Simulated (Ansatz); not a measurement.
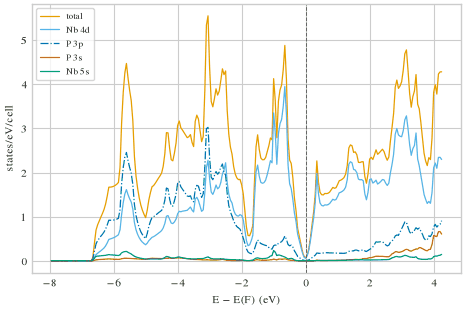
Fig. 1. Total and projected density of states of NbP in space group I4_1md (No. 109; Nb on 4a, P on 4a), r²SCAN in the plane-wave PAW code Ansatz

Which orbitals carry the states next to the Fermi level?

Within 0.5 eV of the Fermi level: Nb 4d 82 %, P 3p 12 %. Projections are on Löwdin-orthogonalised atomic valence shells; empty p or d shells of many metals are not among them.

Where is the tallest occupied peak in this window, and what makes it?

Near -3.0 eV, about 5.5 states/eV per cell; the largest projected share is P 3p.

The cell was relaxed with r²SCAN under the symmetry of its start. The run is not spin-polarised. A small band overlap can be real or an error of a semilocal functional. Scalar-relativistic: spin–orbit coupling is off unless named, which matters more the heavier the elements.

Potentials: the later of the program's two PAW sets.
